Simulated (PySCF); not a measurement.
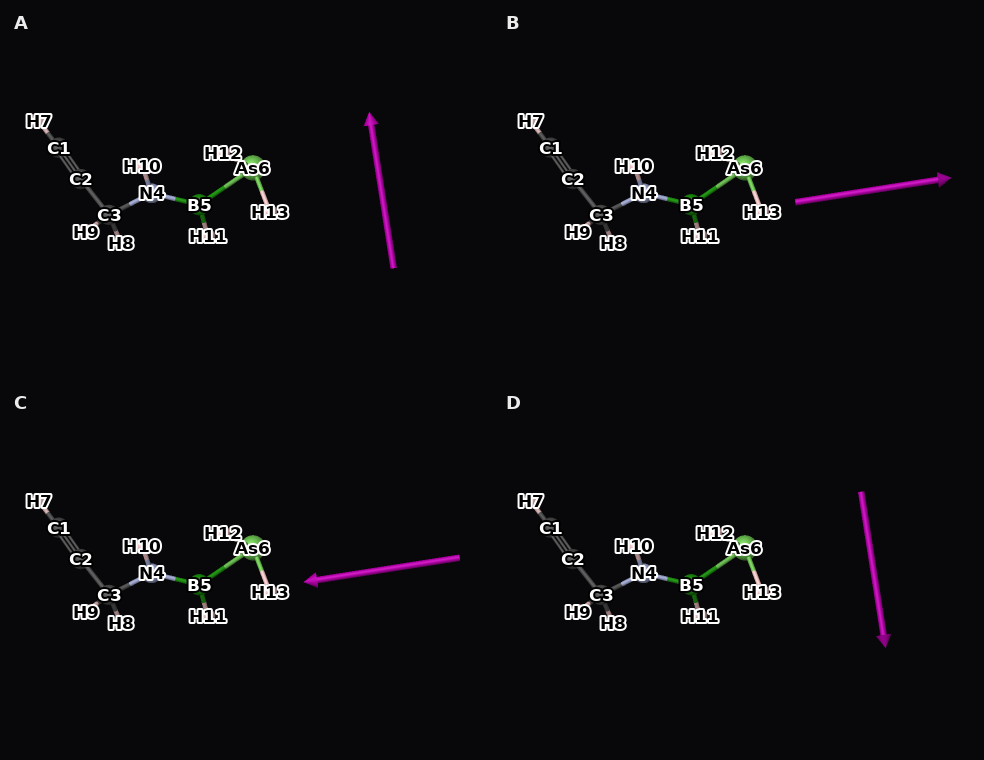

The same molecule four times, each with an arrow. The computed structure is the end point of a GFN2-xTB optimisation. No frequency run is at hand to confirm it as a minimum. Method: B3LYP/def2-SVPD, gas phase (PySCF 2.14.0).

> Which arrow points along the dipole moment, from the negative to the positive end?

C. The dipole moment is 2.22 D; it points from the side of H13 to the side of H7 (the outermost atoms at the two ends).

The geometry is semi-empirical. Around As, B such bond lengths and angles can be off by a tenth of an ångström or more and by several degrees, and values that hang on the shape move with them.
